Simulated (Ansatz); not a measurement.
BH₄N···CH₄

```xyz
11

B     0.0601    0.4177   -1.5917
N     1.4191    0.5849   -1.3762
H    -0.3479   -0.6593   -1.9119
H    -0.6678    1.3559   -1.4532
H     0.0913   -0.2385    1.4456
C    -0.8785   -0.6010    1.7848
H     1.8357    1.4634   -1.1080
H     2.0940   -0.1577   -1.4773
H    -1.6270   -0.3899    1.0216
H    -1.1527   -0.0992    2.7125
H    -0.8262   -1.6763    1.9538
```

Level of theory: RKS PBE0-D4/def2-mTZVP in Ansatz 0.2.0.

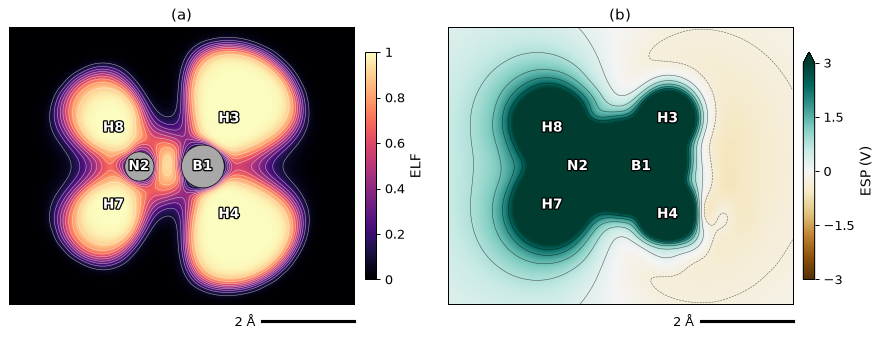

Figure 1. (a) electron localisation function; (b) molecular electrostatic potential on the plane of atoms B1, N2 and H8. Grey discs cover the atomic cores in the ELF map.

> Read the bonding off the picture.

Atoms in the plane: B, N and H.
B–N (1.39 Å): the ELF peaks at about 0.95 between the atoms; a shared but strongly polarised pair.
N–H (1.01 Å): the ELF climbs to about 1 towards the hydrogen, as it does in any bond to H: a covalent bond by its length.
B–H (1.20 Å): the ELF climbs to about 1 towards the hydrogen; a covalent bond by its length.
Outside the dense part of the complex the potential is most negative (−0.6 V) near H4.

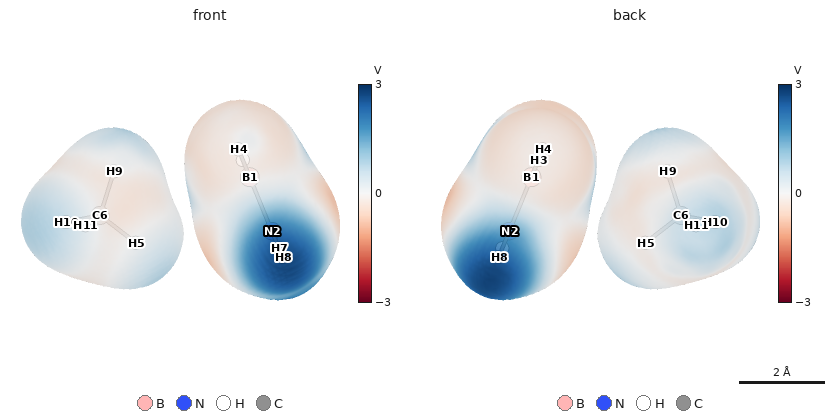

Figure 2. The electrostatic potential painted on the density surface at 0.004 e/bohr³, seen from the front and from behind; red is negative and blue positive.

> Which sites attract a positive test charge, and which a negative one?

A positive charge is drawn to the negative regions and a negative charge to the positive ones. The most negative region (about −0.7 V) lies over N2, the most positive (about +2.8 V) over H7 and H8.

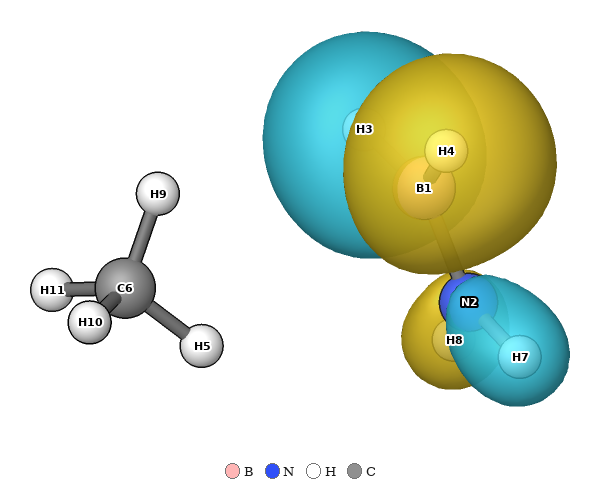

Figure 3. The HOMO−1 at ±0.1 Å⁻³ᐟ² (yellow and cyan are the two phases), seen at a tilt.

> Where does this orbital lie, and at what energy?

By Hirshfeld shares it lies mainly on B1 (about 40 %), H4 (about 25 %), H3 (about 25 %) and N2 (about 5 %). Its energy is −8.99 eV.

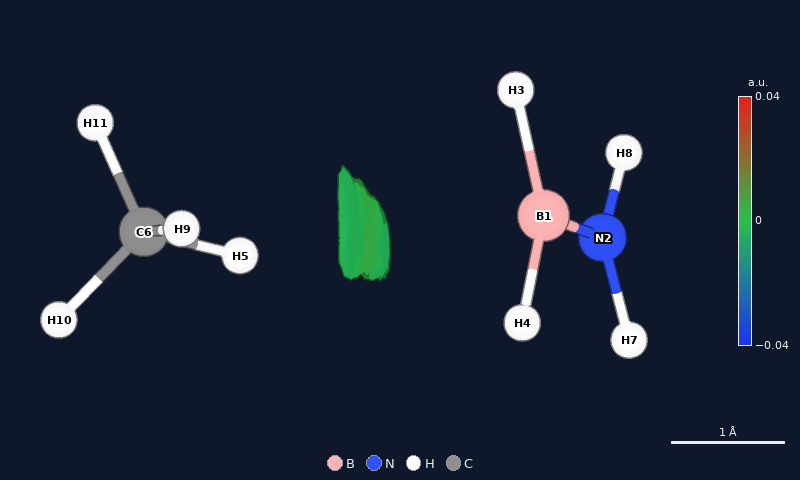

Figure 4. Non-covalent interaction (NCI) plot: the surface where the reduced density gradient is 0.5, for densities under 0.05 a.u., coloured by sign(λ₂)ρ; seen from one side.

> Identify the weak interactions.

Between H5 and C6 on one side and B1 on the other: a weak contact (green).
